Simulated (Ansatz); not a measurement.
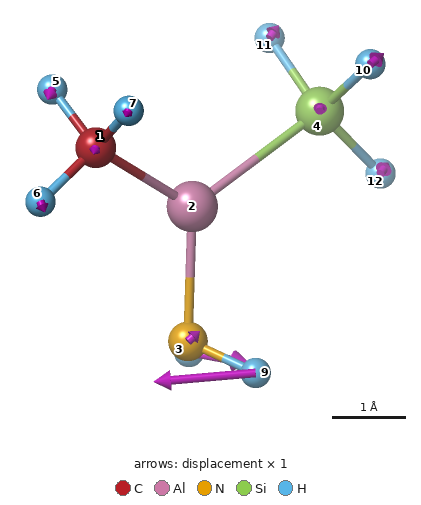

This is a relaxation of CH8AlNSi (coarse preliminary run). The starting structure is drawn; purple arrows show the displacements, at their true length. The two geometries are superimposed by the best rigid fit.

Style: ball-and-stick. Shown at a tilt.

The start comes from a force field.

Level of theory: Ansatz, RKS PBE-D4/def2-SVP. Set-up: force threshold 0.03 eV/Å; at most 200 steps.

> Atoms of which element are displaced furthest, and by how much?

Hydrogen: up to 1.42 Å, against 0.22 Å for nitrogen.

> What happened in the run?

The atom that moves furthest after the best rigid fit is an H atom (1.42 Å). By element the largest moves are H 1.42 Å, N 0.22 Å, Si 0.17 Å, C 0.12 Å, Al 0.05 Å. Near-neighbour distances that change, for instance: H–Si 1.406 → 1.512 Å, Al–N 1.893 → 1.791 Å, Al–Si 2.383 → 2.460 Å, H–N 1.088 → 1.024 Å. Bond angles that change, for instance: Al–N–H 108.4° → 125.2°, Al–Si–H 105.2° → 112.4°, H–Si–H 113.5° → 106.6°. After 12 geometry steps the energy has fallen by 87.6 kJ/mol. The largest force component goes from 2 to 0.02 eV/Å.
